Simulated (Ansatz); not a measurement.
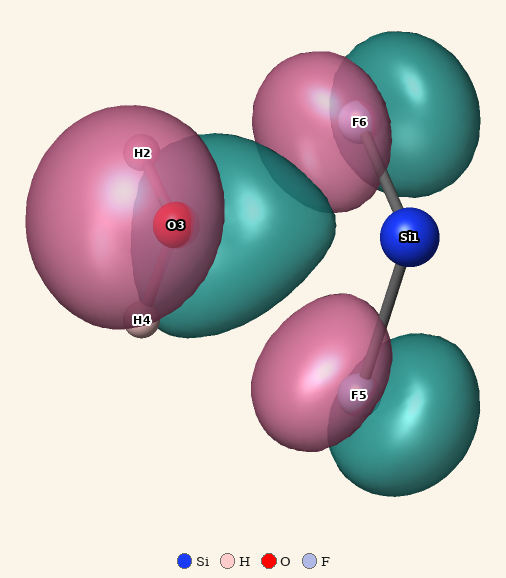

The picture shows: F₂Si···H₂O. The HOMO−1 at ±0.1 Å⁻³ᐟ² (teal and pink are the two phases), seen at a tilt.

All numbers below come from RKS B3LYP/def2-SVP in Ansatz.

```xyz
6

Si   -0.6824    0.3335    0.2926
H     1.4154   -0.9864    0.8849
O     1.3797   -0.0134    0.9193
H     1.8599    0.2823    0.1249
F     0.0326    0.7509   -1.1511
F    -0.6957   -1.3191    0.0974
```

Describe this orbital and give its energy.

Answer. Its weight (Hirshfeld) is mainly on O3 (about 50 %), F5 (about 20 %) and F6 (about 20 %); largely a combination of lone pairs on O3, F5 and F6. Its energy is −10.29 eV.
